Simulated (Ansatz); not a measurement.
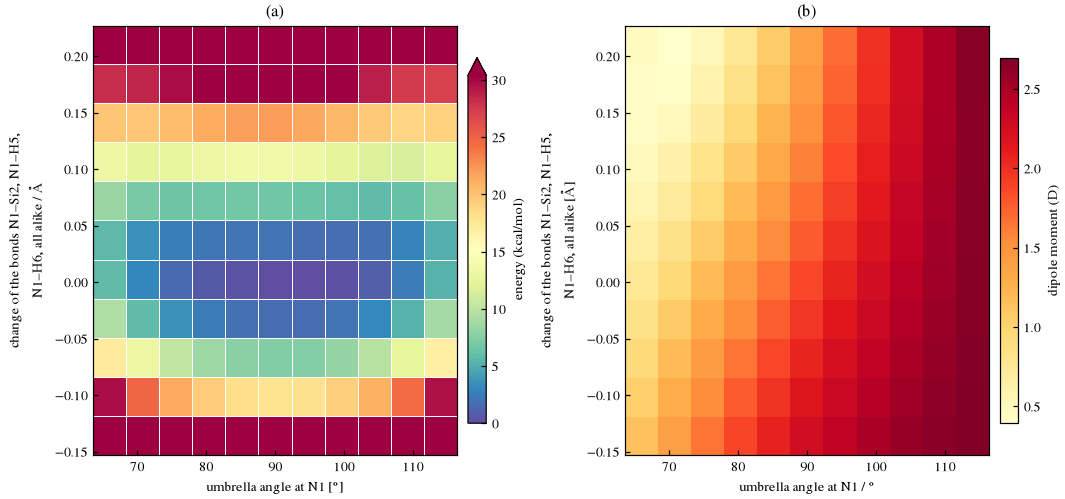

BH₅N₂Si, SMILES N[SiH]1BN1. First axis: umbrella angle at N1 (between each of its bonds and their common axis; 90 is planar). Second axis: change of the bonds N1–Si2, N1–H5, N1–H6, all alike. Nothing is relaxed (all other coordinates rigid). Grid: 11 × 11 points. Points are written as (first, second). Energies: kcal/mol, counted from the lowest grid point. Theory: Ansatz 0.2.0, RKS PBE0-D4/def2-TZVP.

Panel (a) is the energy and panel (b) the computed dipole moment on the same grid.

The picture shows one coloured cell a grid point, one colour for all values above the top of the scale.

> How does the dipole moment vary over the map, and what is it at the lowest grid point?

Leaving out the highest fifth of the energies, it runs from 0.43 D at (70.8°, 0.176 Å) to 2.68 D at (114.0°, −0.101 Å). At the lowest grid point, (94.8°, 0.002 Å), it is 2.07 D.

| second ↓, first → | 66.0 | 70.8 | 75.6 | 80.4 | 85.2 | 90.0 | 94.8 | 99.6 | 104.4 | 109.2 | 114.0 |
| --- | --- | --- | --- | --- | --- | --- | --- | --- | --- | --- | --- |
| 0.210 | 0.48 | 0.39 | 0.51 | 0.76 | 1.06 | 1.38 | 1.69 | 1.99 | 2.25 | 2.47 | 2.65 |
| 0.176 | 0.44 | 0.43 | 0.59 | 0.85 | 1.14 | 1.44 | 1.74 | 2.01 | 2.26 | 2.48 | 2.65 |
| 0.141 | 0.45 | 0.51 | 0.70 | 0.95 | 1.23 | 1.51 | 1.79 | 2.05 | 2.28 | 2.48 | 2.65 |
| 0.106 | 0.50 | 0.61 | 0.82 | 1.07 | 1.33 | 1.60 | 1.85 | 2.09 | 2.31 | 2.50 | 2.65 |
| 0.072 | 0.57 | 0.72 | 0.94 | 1.18 | 1.44 | 1.68 | 1.92 | 2.14 | 2.34 | 2.51 | 2.65 |
| 0.037 | 0.66 | 0.84 | 1.06 | 1.31 | 1.55 | 1.78 | 1.99 | 2.19 | 2.37 | 2.53 | 2.66 |
| 0.002 | 0.75 | 0.96 | 1.19 | 1.43 | 1.66 | 1.87 | 2.07 | 2.25 | 2.41 | 2.55 | 2.66 |
| −0.032 | 0.85 | 1.07 | 1.31 | 1.54 | 1.77 | 1.97 | 2.15 | 2.31 | 2.45 | 2.57 | 2.67 |
| −0.067 | 0.95 | 1.19 | 1.43 | 1.66 | 1.87 | 2.06 | 2.23 | 2.37 | 2.49 | 2.60 | 2.68 |
| −0.101 | 1.04 | 1.29 | 1.54 | 1.77 | 1.98 | 2.16 | 2.31 | 2.43 | 2.54 | 2.62 | 2.68 |
| −0.136 | 1.14 | 1.40 | 1.65 | 1.88 | 2.08 | 2.25 | 2.39 | 2.50 | 2.58 | 2.65 | 2.70 |
